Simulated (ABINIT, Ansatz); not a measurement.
# Rb2Pd (Fm-3m): G0W0 with ABINIT, start to end, part 2 of 3

Aim: the G0W0 gap of Rb2Pd (Fm-3m) on PBEsol, step by step.

ABINIT 10.8.3; PBEsol and many-body steps on it, plane waves. Known limits of the many-body steps: not at the basis limit; no spin polarisation; d states lean on the start; no spin-orbit coupling; coarse k mesh.

So far. Step 2 (Ground state): The gap is indirect, with the least direct gap 0.03 eV higher.

In doubt: a PseudoDojo file used here is known to give poor structures and forces, which bears on pressures, cells, forces and phonons.

**3. Bands along the symmetry lines**

Level of this step: DFT, PBEsol, plane waves, norm-conserving pseudopotentials (ABINIT).

The cheap functional maps the bands first; the places of the edges decide which points the dearer methods must see.

Contents of run.abi:

```
acell 3*1.0 Angstrom
rprim 
  -0.000000000000 4.123218000000 4.123218000000
  4.123218000000 0.000000000000 4.123218000000
  4.123218000000 4.123218000000 0.000000000000
ntypat 2
znucl 37 46
natom 3
typat 1 1 2
xred 
  0.250000000000 0.250000000000 0.250000000000
  0.750000000000 0.750000000000 0.750000000000
  0.000000000000 0.000000000000 0.000000000000
pp_dirpath "pseudos"
pseudos "Rb.upf, Pd.upf"
ecut 37
iscf -2
irdden 1
kptopt 0
nkpt 50
kpt 
  0.00000000 0.00000000 0.00000000
  0.06250000 0.00000000 0.06250000
  0.12500000 0.00000000 0.12500000
  0.18750000 0.00000000 0.18750000
  0.25000000 0.00000000 0.25000000
  0.31250000 0.00000000 0.31250000
  0.37500000 0.00000000 0.37500000
  0.43750000 0.00000000 0.43750000
  0.50000000 0.00000000 0.50000000
  0.51562500 0.03125000 0.51562500
  0.53125000 0.06250000 0.53125000
  0.54687500 0.09375000 0.54687500
  0.56250000 0.12500000 0.56250000
  0.57812500 0.15625000 0.57812500
  0.59375000 0.18750000 0.59375000
  0.60937500 0.21875000 0.60937500
  0.62500000 0.25000000 0.62500000
  0.37500000 0.37500000 0.75000000
  0.32812500 0.32812500 0.65625000
  0.28125000 0.28125000 0.56250000
  0.23437500 0.23437500 0.46875000
  0.18750000 0.18750000 0.37500000
  0.14062500 0.14062500 0.28125000
  0.09375000 0.09375000 0.18750000
  0.04687500 0.04687500 0.09375000
  0.00000000 0.00000000 0.00000000
  0.06250000 0.06250000 0.06250000
  0.12500000 0.12500000 0.12500000
  0.18750000 0.18750000 0.18750000
  0.25000000 0.25000000 0.25000000
  0.31250000 0.31250000 0.31250000
  0.37500000 0.37500000 0.37500000
  0.43750000 0.43750000 0.43750000
  0.50000000 0.50000000 0.50000000
  0.50000000 0.46875000 0.53125000
  0.50000000 0.43750000 0.56250000
  0.50000000 0.40625000 0.59375000
  0.50000000 0.37500000 0.62500000
  0.50000000 0.34375000 0.65625000
  0.50000000 0.31250000 0.68750000
  0.50000000 0.28125000 0.71875000
  0.50000000 0.25000000 0.75000000
  0.50000000 0.21875000 0.71875000
  0.50000000 0.18750000 0.68750000
  0.50000000 0.15625000 0.65625000
  0.50000000 0.12500000 0.62500000
  0.50000000 0.09375000 0.59375000
  0.50000000 0.06250000 0.56250000
  0.50000000 0.03125000 0.53125000
  0.50000000 0.00000000 0.50000000
istwfk *1
nband 25
nbdbuf 2
tolwfr 1e-08
nstep 40
prtwf 0
prtvol 0
indata_prefix "in"
outdata_prefix "out"
tmpdata_prefix "tmp"
```

Launch:

```sh
$ OMP_NUM_THREADS=1 mpirun -n 4 abinit run.abi > log
```

Numbers of over 12 decimals in the logs are rounded to 6 here.

The program printed:

```text
.Version 10.8.3 of ABINIT. v10.8.2 released Aug 2026.

 Symmetries : space group Fm -3 m (#225); Bravais cF (face-center cubic)
[... echo of the input left out ...]
== DATASET  1 ==================================================================
-   mpi_nproc: 4, omp_nthreads: 1 (-1 if OMP is not activated)

--- !DatasetInfo
iteration_state: {dtset: 1, }
dimensions: {natom: 3, nkpt: 50, mband: 25, nsppol: 1, nspinor: 1, nspden: 1, mpw: 10206, }
cutoff_energies: {ecut:  37.0, pawecutdg:  -1.0, }
electrons: {nelect:   3.60000000E+01, charge:   0.00000000E+00, occopt:   1.00000000E+00, tsmear:   1.00000000E-02, }

 Real(R)+Recip(G) space primitive vectors, cartesian coordinates (Bohr,Bohr^-1):
 R(1)=  0.0000000  7.7917528  7.7917528  G(1)= -0.0641704  0.0641704  0.0641704
 R(2)=  7.7917528  0.0000000  7.7917528  G(2)=  0.0641704 -0.0641704  0.0641704
 R(3)=  7.7917528  7.7917528  0.0000000  G(3)=  0.0641704  0.0641704 -0.0641704
 Unit cell volume ucvol=  9.4609662E+02 bohr^3
 Angles (23,13,12)=  6.00000000E+01  6.00000000E+01  6.00000000E+01 degrees

 getcut: wavevector=  0.0000  0.0000  0.0000  ngfft=  64  64  64
         ecut(hartree)=     37.000   => boxcut(ratio)=   2.12111

--- Pseudopotential description ------------------------------------------------
- Rb Generated using ONCVPSP code by D. R. Hamann
- 37.00000   9.00000  180301                  znucl, zion, pspdat
12 -116133 2 -1 2280                          pspcod,pspxc,lmax,lloc,mmax
     nproj     2     2     2
  pspatm : epsatm=   34.48401057
         --- l  ekb(1:nproj) -->
             0    8.196957   -0.477221
             1    3.231347   -0.378736
             2   -1.047201    0.996637
 pspatm: atomic psp has been read  and splines computed

- Pd Generated using ONCVPSP code by D. R. Hamann
- 46.00000  18.00000  180301                  znucl, zion, pspdat
12 -116133 2 -1 1238                          pspcod,pspxc,lmax,lloc,mmax
     nproj     2     2     2
  pspatm : epsatm=   26.17260746
         --- l  ekb(1:nproj) -->
[...]
pspatm: atomic psp has been read  and splines computed

--------------------------------------------------------------------------------

================================================================================
 prteigrs : about to open file out_EIG
 Non-SCF case, kpt    1 (  0.00000  0.00000  0.00000), residuals and eigenvalues=
  5.67E-09  2.59E-09  3.09E-09  7.30E-09  2.67E-09  2.78E-09  2.34E-09  8.52E-09
  7.91E-09  1.68E-09  3.17E-09  8.70E-09  5.17E-09  3.65E-09  2.43E-09  3.85E-09
  5.59E-09  9.95E-09  4.60E-09  3.96E-09  8.16E-09  6.52E-09  5.54E-09  6.20E-09
  5.04E-05
 -2.9640E+00 -1.7073E+00 -1.7073E+00 -1.7073E+00 -9.5528E-01 -9.5319E-01
 -3.7537E-01 -3.7537E-01 -3.7537E-01 -3.6607E-01 -3.6607E-01 -3.6607E-01
 -1.7772E-02  2.6965E-02  2.6965E-02  3.0845E-02  3.0845E-02  3.0845E-02
[...]
3.2545E-01
[...]
7.76E-04
[...]
Non-SCF case, kpt    3 (  0.12500  0.00000  0.12500), residuals and eigenvalues=
[...]
Non-SCF case, kpt   49 (  0.50000  0.03125  0.53125), residuals and eigenvalues=
[...]
Non-SCF case, kpt   50 (  0.50000  0.00000  0.50000), residuals and eigenvalues=
[...]
2.3962E-02  2.4632E-02  2.9784E-02  2.9784E-02  3.1011E-02  4.9074E-02
  8.1768E-02  1.3998E-01  1.7752E-01  1.7752E-01  1.9969E-01  2.1375E-01
[...]
--- !ResultsGS
iteration_state: {dtset: 1, }
comment   : Summary of ground state results
lattice_vectors:
- [ -0.0000000,   7.7917528,   7.7917528, ]
- [  7.7917528,   0.0000000,   7.7917528, ]
- [  7.7917528,   7.7917528,   0.0000000, ]
lattice_lengths: [  11.01920,   11.01920,   11.01920, ]
lattice_angles: [ 60.000,  60.000,  60.000, ] # degrees, (23, 13, 12)
lattice_volume:   9.4609662E+02
convergence: {deltae:  0.000E+00, res2:  0.000E+00, residm:  9.988E-09, diffor:  0.000E+00, }
etotal    :  -1.88924591E+02
entropy   :   0.00000000E+00
fermie    :   4.92146730E-02
cartesian_stress_tensor: null
pressure_GPa: null
xred      :
- [  2.5000E-01,   2.5000E-01,   2.5000E-01, Rb]
- [  7.5000E-01,   7.5000E-01,   7.5000E-01, Rb]
- [  0.0000E+00,   0.0000E+00,   0.0000E+00, Pd]
cartesian_forces: null
force_length_stats: {min: null, max: null, mean: null, }

 Integrated electronic density in atomic spheres:
 ------------------------------------------------
 Atom  Sphere_radius  Integrated_density
[...]
================================================================================

 ----iterations are completed or convergence reached----

 Mean square residual over all n,k,spin=   51.481E-10; max=  99.880E-10
 reduced coordinates (array xred) for    3 atoms
[...]
0.750000000000      0.750000000000      0.750000000000
       0.000000000000      0.000000000000      0.000000000000

 cartesian coordinates (angstrom) at end:
    1      2.061609     2.061609     2.061609
    2      6.184827     6.184827     6.184827
    3      0.000000     0.000000     0.000000
 length scales=  1.889726125908  1.889726125908  1.889726125908 bohr
              =  1.000000000000  1.000000000000  1.000000000000 angstroms
 prteigrs : about to open file out_EIG
 Eigenvalues (hartree) for nkpt=  50  k points:
 kpt#   1, nband= 25, wtk=  1.00000, kpt=  0.0000  0.0000  0.0000 (reduced coord)
[...]
kpt#   2, nband= 25, wtk=  1.00000, kpt=  0.0625  0.0000  0.0625 (reduced coord)
[...]
kpt#   3, nband= 25, wtk=  1.00000, kpt=  0.1250  0.0000  0.1250 (reduced coord)
[...]
kpt#  49, nband= 25, wtk=  1.00000, kpt=  0.5000  0.0313  0.5313 (reduced coord)
[...]
0.26175
 kpt#  50, nband= 25, wtk=  1.00000, kpt=  0.5000  0.0000  0.5000 (reduced coord)
[...]
-0.37699   -0.36497   -0.36497   -0.36373    0.02396    0.02463    0.02978    0.02978
   0.03101    0.04907    0.08177    0.13998    0.17752    0.17752    0.19969    0.21375
   0.26154

== END DATASET(S) ==============================================================
================================================================================

 -outvars: echo values of variables after computation  --------
            nband          25
             nkpt          50
          spgroup         225
 [... the other variables as echoed above ...]

 Calculation completed.
```

Wall time 47 s (4 MPI ranks of Arm Neoverse V2, shared host); peak memory 0.56 GiB.

This step gave:

```
gap                        : 0.8553 eV
k of the valence top       : 0.5, 0.25, 0.75
k of the conduction bottom : 0.5, 0.5, 0.5
least direct gap           : 0.8898 eV
```

The gap is 0.855 eV, as in the run before at this level.

The electronic bands at the labelled points (eV, zero at the top of the highest filled band):

```tsv
point	band 15	band 16	band 17	band 18	band 19	band 20	band 21	band 22
Γ	-0.61	-0.50	-0.50	-0.50	2.51	2.51	2.51	4.22
X	-0.53	-0.53	-0.50	0.00	0.89	2.47	3.49	3.49
U	-0.58	-0.53	-0.52	-0.04	1.37	1.99	3.06	3.46
jump to K	-0.58	-0.53	-0.52	-0.04	1.37	1.99	3.06	3.46
Γ	-0.61	-0.50	-0.50	-0.50	2.51	2.51	2.51	4.22
L	-0.56	-0.53	-0.53	-0.33	0.86	3.25	3.25	4.56
W	-0.62	-0.53	-0.53	0.00	1.82	1.82	2.30	3.92
X	-0.53	-0.53	-0.50	0.00	0.89	2.47	3.49	3.49
```

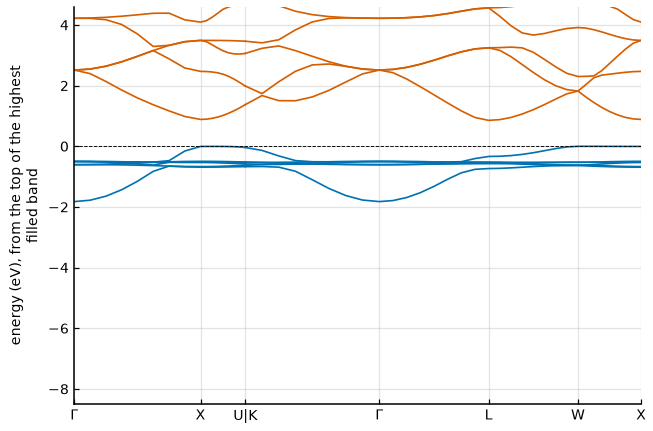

Electronic bands along the path; lines of filled and empty bands in two colours.

**4. Empty states on the mesh, 2×2×2 mesh, 269 bands**

The sums over transitions need many empty states on a uniform mesh; this step solves for them.

Contents of run.abi:

```
acell 3*1.0 Angstrom
rprim 
  -0.000000000000 4.123218000000 4.123218000000
  4.123218000000 0.000000000000 4.123218000000
  4.123218000000 4.123218000000 0.000000000000
ntypat 2
znucl 37 46
natom 3
typat 1 1 2
xred 
  0.250000000000 0.250000000000 0.250000000000
  0.750000000000 0.750000000000 0.750000000000
  0.000000000000 0.000000000000 0.000000000000
pp_dirpath "pseudos"
pseudos "Rb.upf, Pd.upf"
ecut 37
ngkpt 2 2 2
nshiftk 1
shiftk 0 0 0
kptopt 1
chksymbreak 0
iscf -2
irdden 1
istwfk *1
nband 269
nbdbuf 24
tolwfr 1e-09
nstep 60
prtvol 0
indata_prefix "in"
outdata_prefix "out"
tmpdata_prefix "tmp"
```

The program printed:

```text
.Version 10.8.3 of ABINIT. v10.8.2 released Aug 2026.

 Symmetries : space group Fm -3 m (#225); Bravais cF (face-center cubic)
[... echo of the input left out ...]
== DATASET  1 ==================================================================
-   mpi_nproc: 4, omp_nthreads: 1 (-1 if OMP is not activated)
-    --> not optimal distribution: autoparal keyword recommended in input file <--

--- !DatasetInfo
iteration_state: {dtset: 1, }
dimensions: {natom: 3, nkpt: 3, mband: 269, nsppol: 1, nspinor: 1, nspden: 1, mpw: 10200, }
cutoff_energies: {ecut:  37.0, pawecutdg:  -1.0, }
electrons: {nelect:   3.60000000E+01, charge:   0.00000000E+00, occopt:   1.00000000E+00, tsmear:   1.00000000E-02, }

 Real(R)+Recip(G) space primitive vectors, cartesian coordinates (Bohr,Bohr^-1):
 R(1)=  0.0000000  7.7917528  7.7917528  G(1)= -0.0641704  0.0641704  0.0641704
 R(2)=  7.7917528  0.0000000  7.7917528  G(2)=  0.0641704 -0.0641704  0.0641704
 R(3)=  7.7917528  7.7917528  0.0000000  G(3)=  0.0641704  0.0641704 -0.0641704
 Unit cell volume ucvol=  9.4609662E+02 bohr^3
 Angles (23,13,12)=  6.00000000E+01  6.00000000E+01  6.00000000E+01 degrees

 getcut: wavevector=  0.0000  0.0000  0.0000  ngfft=  64  64  64
         ecut(hartree)=     37.000   => boxcut(ratio)=   2.12111

--- Pseudopotential description ------------------------------------------------
- Rb Generated using ONCVPSP code by D. R. Hamann
- 37.00000   9.00000  180301                  znucl, zion, pspdat
12 -116133 2 -1 2280                          pspcod,pspxc,lmax,lloc,mmax
     nproj     2     2     2
  pspatm : epsatm=   34.48401057
         --- l  ekb(1:nproj) -->
             0    8.196957   -0.477221
             1    3.231347   -0.378736
             2   -1.047201    0.996637
 pspatm: atomic psp has been read  and splines computed

- Pd Generated using ONCVPSP code by D. R. Hamann
- 46.00000  18.00000  180301                  znucl, zion, pspdat
12 -116133 2 -1 1238                          pspcod,pspxc,lmax,lloc,mmax
     nproj     2     2     2
  pspatm : epsatm=   26.17260746
         --- l  ekb(1:nproj) -->
[...]
pspatm: atomic psp has been read  and splines computed

--------------------------------------------------------------------------------

================================================================================
 prteigrs : about to open file out_EIG
 Non-SCF case, kpt    1 (  0.00000  0.00000  0.00000), residuals and eigenvalues=
  7.71E-10  2.64E-10  4.33E-10  8.99E-10  8.71E-11  9.58E-11  9.12E-11  1.06E-10
  1.22E-10  1.13E-10  9.70E-11  9.60E-11  4.88E-10  1.63E-10  7.49E-10  1.73E-10
  1.72E-10  1.84E-10  3.16E-10  4.43E-10  6.88E-10  2.37E-11  3.90E-11  4.79E-10
[...]
3.33E-09  5.10E-10  7.28E-09  8.76E-08  7.09E-07
 -2.9640E+00 -1.7073E+00 -1.7073E+00 -1.7073E+00 -9.5528E-01 -9.5319E-01
 -3.7537E-01 -3.7537E-01 -3.7537E-01 -3.6607E-01 -3.6607E-01 -3.6607E-01
 -1.7772E-02  2.6965E-02  2.6965E-02  3.0845E-02  3.0845E-02  3.0845E-02
[...]
2.7955E+00  2.7955E+00  2.8002E+00  2.8002E+00  2.8002E+00  2.8022E+00
  2.8022E+00  2.8022E+00  2.8036E+00  2.8036E+00  2.8075E+00  2.8075E+00
  2.8075E+00  2.8104E+00  2.8104E+00  2.9086E+00  2.9086E+00
 prteigrs : prtvol=0 or 1, do not print more k-points.

--- !ResultsGS
iteration_state: {dtset: 1, }
comment   : Summary of ground state results
lattice_vectors:
- [ -0.0000000,   7.7917528,   7.7917528, ]
- [  7.7917528,   0.0000000,   7.7917528, ]
- [  7.7917528,   7.7917528,   0.0000000, ]
lattice_lengths: [  11.01920,   11.01920,   11.01920, ]
lattice_angles: [ 60.000,  60.000,  60.000, ] # degrees, (23, 13, 12)
lattice_volume:   9.4609662E+02
convergence: {deltae:  0.000E+00, res2:  0.000E+00, residm:  9.978E-10, diffor:  0.000E+00, }
etotal    :  -1.88924591E+02
entropy   :   0.00000000E+00
fermie    :   4.92146730E-02
cartesian_stress_tensor: null
pressure_GPa: null
xred      :
- [  2.5000E-01,   2.5000E-01,   2.5000E-01, Rb]
- [  7.5000E-01,   7.5000E-01,   7.5000E-01, Rb]
- [  0.0000E+00,   0.0000E+00,   0.0000E+00, Pd]
cartesian_forces: null
force_length_stats: {min: null, max: null, mean: null, }

 Integrated electronic density in atomic spheres:
 ------------------------------------------------
 Atom  Sphere_radius  Integrated_density
[...]
================================================================================

 ----iterations are completed or convergence reached----

 Mean square residual over all n,k,spin=   36.873E-11; max=  99.782E-11
 reduced coordinates (array xred) for    3 atoms
[...]
0.750000000000      0.750000000000      0.750000000000
       0.000000000000      0.000000000000      0.000000000000

 cartesian coordinates (angstrom) at end:
    1      2.061609     2.061609     2.061609
    2      6.184827     6.184827     6.184827
    3      0.000000     0.000000     0.000000
 length scales=  1.889726125908  1.889726125908  1.889726125908 bohr
              =  1.000000000000  1.000000000000  1.000000000000 angstroms
 prteigrs : about to open file out_EIG
 Eigenvalues (hartree) for nkpt=   3  k points:
 kpt#   1, nband=269, wtk=  0.12500, kpt=  0.0000  0.0000  0.0000 (reduced coord)
[...]
2.79378    2.79378    2.79479    2.79555    2.79555    2.79555    2.80016    2.80016
   2.80016    2.80216    2.80216    2.80216    2.80364    2.80364    2.80747    2.80747
   2.80747    2.81044    2.81044    2.90859    2.90859
 prteigrs : prtvol=0 or 1, do not print more k-points.

== END DATASET(S) ==============================================================
================================================================================

 -outvars: echo values of variables after computation  --------
            nband         269
             nkpt           3
          spgroup         225
 [... the other variables as echoed above ...]

 Calculation completed.
```

Wall time 1.9 min (4 MPI ranks); peak memory 0.52 GiB.

This step gave:

```yaml
gap: 0.8591 eV
k_of_the_valence_top: 0.5, 0.5, 0
k_of_the_conduction_bottom: 0.5, 0, 0
least_direct_gap: 0.8898 eV
k_points_computed: 3
lowest_point_of_the_top_converged_band_above_the_valence_top: 74.2993 eV
```

On this mesh the gap is 0.859 eV.

**5. Screening, 2×2×2 mesh, 245 bands, screening to 176.9 eV**

The RPA dielectric matrix is built and inverted for each q.

This step: RPA screening on PBEsol, plane waves, norm-conserving pseudopotentials.

run.abi, as its differences from that of step 4:

```diff
@@ -21,10 +21,11 @@
 chksymbreak 0
-iscf -2
-irdden 1
 istwfk *1
-nband 269
-nbdbuf 24
-tolwfr 1e-09
-nstep 60
-prtvol 0
+occopt 1
+irdwfk 1
+optdriver 3
+nband 245
+ecuteps 6.5
+inclvkb 2
+awtr 1
+symchi 1
 indata_prefix "in"
```

The program printed:

```text
.Version 10.8.3 of ABINIT. v10.8.2 released Aug 2026.

 Symmetries : space group Fm -3 m (#225); Bravais cF (face-center cubic)
[... echo of the input left out ...]
== DATASET  1 ==================================================================
-   mpi_nproc: 4, omp_nthreads: 1 (-1 if OMP is not activated)

--- !DatasetInfo
iteration_state: {dtset: 1, }
dimensions: {natom: 3, nkpt: 3, mband: 245, nsppol: 1, nspinor: 1, nspden: 1, mpw: 10200, }
cutoff_energies: {ecut:  37.0, pawecutdg:  -1.0, }
electrons: {nelect:   3.60000000E+01, charge:   0.00000000E+00, occopt:   1.00000000E+00, tsmear:   1.00000000E-02, }

 SCREENING: Calculation of the susceptibility and dielectric matrices

 Based on a program developped by R.W. Godby, V. Olevano, G. Onida, and L. Reining.
 Incorporated in ABINIT by V. Olevano, G.-M. Rignanese, and M. Torrent.
.Using double precision arithmetic ; gwpc =  8

[... cell and pseudopotentials left out ...]
--------------------------------------------------------------------------------

 ==== K-mesh for the wavefunctions ====
 Number of points in the irreducible wedge :     3
[... list of points left out ...]
 Together with 48 symmetry operations and time-reversal symmetry
 yields     8 points in the full Brillouin Zone.

 ==== Q-mesh for the screening function ====
 Number of points in the irreducible wedge :     3
[... list of points left out ...]
 Together with 48 symmetry operations and time-reversal symmetry
 yields     8 points in the full Brillouin Zone.

 setmesh: FFT mesh size selected  =    45x   45x   45
          total number of points  =        91125

 vcoul_init : cutoff-mode = AUXILIARY_FUNCTION
 q-points for optical limit:   1
     1)      0.000010    0.000020    0.000030

- screening: taking advantage of time-reversal symmetry
- Maximum band index for partially occupied states nbvw = 18
- Remaining bands to be divided among processors   nbcw = 227
- Number of bands treated by each node ~56

 Number of electrons calculated from density =   36.0000; Expected =   36.0000
 average of density, n =  0.038051
 r_s =    1.8444
 omega_plasma =   18.8165 [eV]

 calculating chi0 at frequencies [eV] :
  1    0.000000E+00    0.000000E+00
  2    0.000000E+00    1.881651E+01

--------------------------------------------------------------------------------
  q-point number  1        q = ( 0.000000, 0.000000, 0.000000) [r.l.u.]
--------------------------------------------------------------------------------
[... chi0 elements left out ...]
 For q-point:  0.000010 0.000020 0.000030
  dielectric constant =  21.9070
  dielectric constant without local fields =  32.0485

  Average fulfillment of the sum rule on Im[epsilon] for q-point    1 :     76.69  [%]
[... wings left out ...]
  q-point number  2        q = ( 0.500000, 0.000000, 0.000000) [r.l.u.]
--------------------------------------------------------------------------------
[... chi0 elements left out ...]
  Average fulfillment of the sum rule on Im[epsilon] for q-point    2 :     81.07  [%]

 [... 1 further q-points ...]
```

Wall time 38 s (4 MPI ranks); peak memory 2.1 GiB.

Numbers from this step:

- ε∞ with local fields, on this mesh, along the program's q direction: 21.91
- the same without local fields: 32.05
- plasma frequency: 18.82 eV
- plane waves in the screening matrix: 725

Local fields lower ε∞ by 32 %. On a Γ-centred mesh this coarse the value itself is usually too large, while a short band sum pulls it down.

(Part 2 of 3 ends here.)

[Paths, hosts, dates, memory and timing lines, banners, echoed tables and standing remarks are left out of the program output.]

[Logs are printed without paths, hosts, clocks, repeated set-up lines and the standing remarks that a program may print on its own settings, such as how far it seeks lower states.]

[Runs of the session that timed out or met a known fault of the program may be left out.]

[Hosts, paths, dates, database ids (printed as entryN), source tags and the programs' standing remarks are cut or masked in the printed files.]

[G0W0 gaps are taken among the corrected bands and points alone; a level outside them can change the order at an edge.]

[Where Ansatz stands beside ABINIT at settings called matched, ABINIT's density can come from a denser mesh and the files from another edition; pairs whose starting gaps differed by over 0.03 eV were left out, so agreement reads better than it is.]
